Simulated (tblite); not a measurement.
Frequency calculation, with input and output: C$_{4}$H$_{8}$N

System: C$_{4}$H$_{8}$N, multiplicity 2.
Method: GFN2-xTB harmonic vibrations, gas phase (tblite 0.8.0).

It belongs to a series of runs on one base structure; here: H added to sp C.

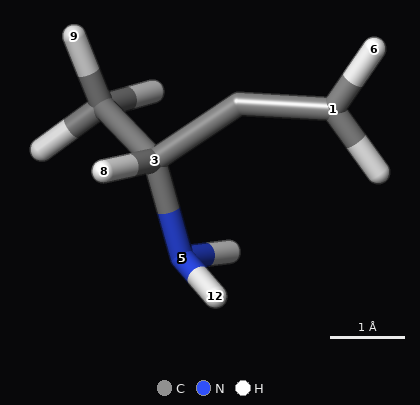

Fig. 1: The structure (stick view, seen at a tilt; atoms are numbered from 1 in the order of the input). Bond lengths as drawn: C–C 1.30 to 1.53 Å, C–H 1.08 to 1.10 Å, C–N 1.47 Å and H–N 1.01 to 1.02 Å.

### Results in brief

```tsv
quantity	value
outcome	converged
total energy	−419.7953 eV
zero-point energy	68.2630 kcal/mol
hardware	1 CPU thread, shared host
peak memory	0.18 GiB
```

### Input
```
{"job": {"kind": "ir", "xc": "GFN2-xTB", "basis": "xTB"}, "charge": 0, "multiplicity": 2}
C      1.953814    -0.359852    -0.738552
C      1.104704     0.226831     0.044152
C     -0.234305     0.059890     0.624917
C     -1.147058     1.216810     0.214011
N     -0.865452    -1.204209     0.232758
H      2.907292     0.094615    -0.970031
H      1.809864    -1.331482    -1.220175
H     -0.149162     0.042257     1.719450
H     -0.752484     2.157415     0.587670
H     -1.213559     1.272590    -0.870490
H     -2.142015     1.056641     0.619590
H     -0.294030    -1.993301     0.513950
H     -0.981998    -1.237719    -0.774978
```

The first line tells a small driver script what to run in tblite; the rest is the geometry in Å.

Run as:
```bash
OMP_NUM_THREADS=1 python <driver script> task.json out
```

### The program's output
```
mode    cm-1     km/mol
  1      81.1      0.53
  2     182.3      1.73
  3     204.0      0.53
  4     298.7     49.61
  5     309.5      1.54
  6     377.4      5.17
  7     474.6     10.68
  8     570.4      1.18
  9     835.4     11.08
 10     862.5     25.60
 11     897.3    163.55
 12     942.3     43.41
 13     975.9     47.53
 14     983.1      6.10
 15    1075.8     40.62
 16    1114.2     19.71
 17    1183.4     18.32
 18    1272.2     17.75
 19    1301.9      9.23
 20    1389.2      2.71
 21    1395.5      3.32
 22    1484.4      2.24
 23    1491.4      2.91
 24    1549.8     23.49
 25    1789.7     42.98
 26    2835.8     37.45
 27    2895.4     44.21
 28    3032.8     33.34
 29    3034.1     18.60
 30    3050.3     22.37
 31    3051.2     26.43
 32    3386.5      4.94
 33    3422.4      6.45
```

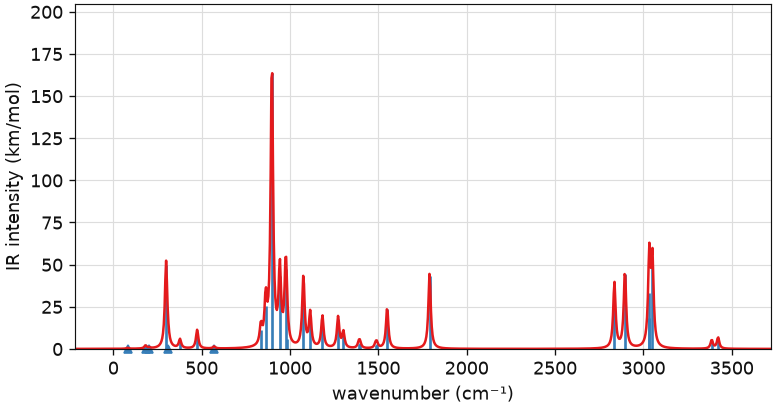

Fig. 2: Harmonic infrared spectrum, unscaled: sticks (degenerate modes added up, dark ones marked on the axis) with a Lorentzian envelope of 16 cm⁻¹ full width, scaled to the tallest stick. 33 modes from 81 to 3422 cm⁻¹, none imaginary. The strongest line is at 897 cm⁻¹ (164 km/mol).
